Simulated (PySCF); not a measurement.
Acetate, SMILES CC(=O)[O-] (C2H3O2 (anion, charge -1)) at its CAM-B3LYP/def2-SVP optimised geometry (Å):

```
7

C      0.3641    -0.1264     0.0000
C     -0.2203    -0.8947    -1.2356
O      0.6172    -1.3909    -2.0115
O     -1.4652    -0.9128    -1.2898
H     -0.0069     0.9128     0.0000
H      1.4652    -0.1264     0.0000
H     -0.0055    -0.5886     0.9314
```

Calculation: CAM-B3LYP/def2-TZVPD (PySCF).

Map of the log10 of the electron density (e/bohr³), floored at −4 on the plane z = 0.6 Å:

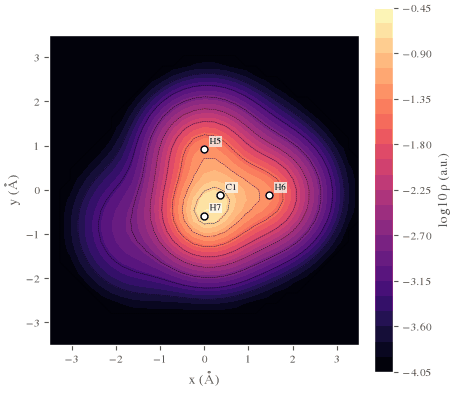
Fig. 1. Log10 of the electron density (e/bohr³), floored at −4 on the plane z = 0.6 Å.
